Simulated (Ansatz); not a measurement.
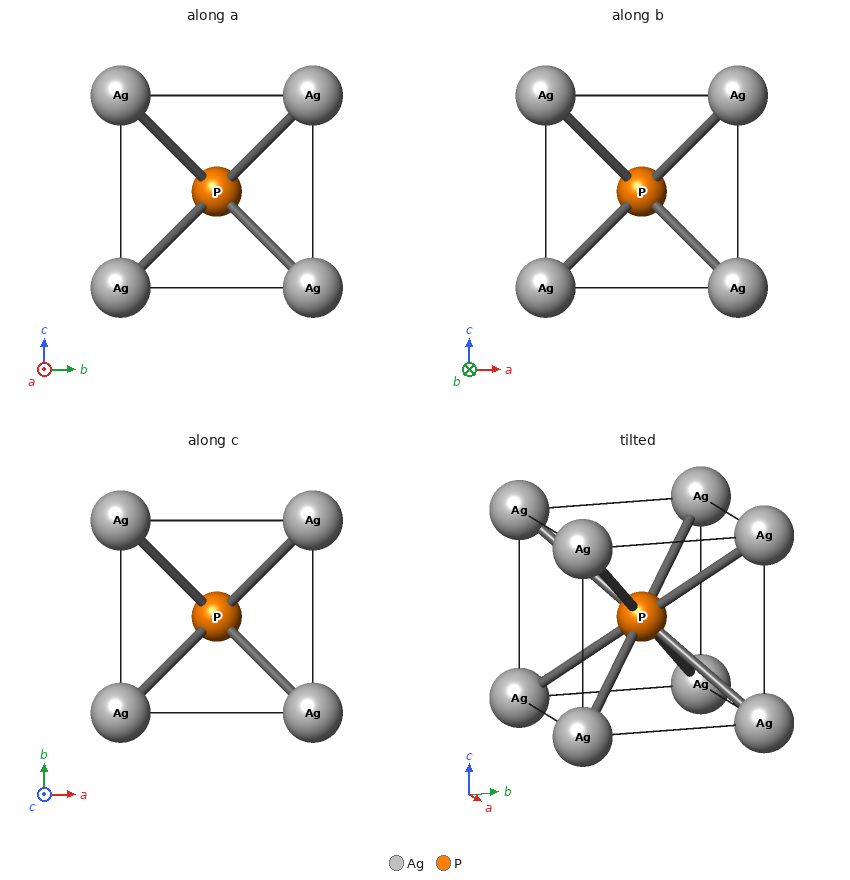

The figure gives a ball-and-stick picture of the atoms, viewed along the a axis, along the b axis, along the c axis and slightly off an axis. The lines enclose the conventional unit cell; boundary atoms appear with their images.

Lattice parameters: a = 3.245 Å, b = 3.245 Å, c = 3.245 Å, α = 90.00°, β = 90.00°, γ = 90.00°.

Set out the cell and atoms as a table of Wyckoff sites.

Answer. Space group Pm-3m (No. 221).
| atom | site | x | y | z |
| --- | --- | --- | --- | --- |
| Ag | 1a | 0.0000 | 0.0000 | 0.0000 |
| P | 1b | 0.5000 | 0.5000 | 0.5000 |

It derives from a structure type filled with these elements by a generator (whether the compound takes this form wasn't checked). Earlier steps of the study may have refined or changed the cell and positions. It was the input of a calculation with Ansatz.
